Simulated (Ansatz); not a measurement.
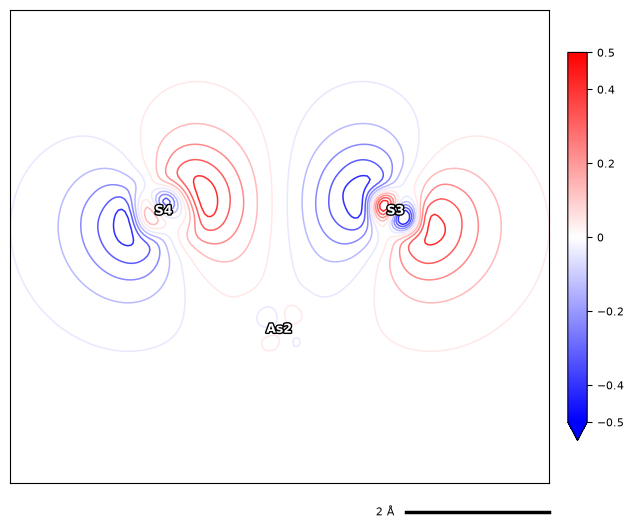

Figure. As2S2. The HOMO−1 on the plane of atoms S3, As2 and S4 (values in Å⁻³ᐟ²; the overall sign is arbitrary).

Geometry: r2SCAN-D4/def2-SVP.

All numbers below come from RKS PBE0-D4/def2-TZVP in Ansatz 0.2.0.

Where does this orbital lie, and at what energy?

By Hirshfeld shares it lies mainly on S3 (about 45 %) and S4 (about 45 %); largely a combination of lone pairs on S3 and S4. Its energy is −6.92 eV.
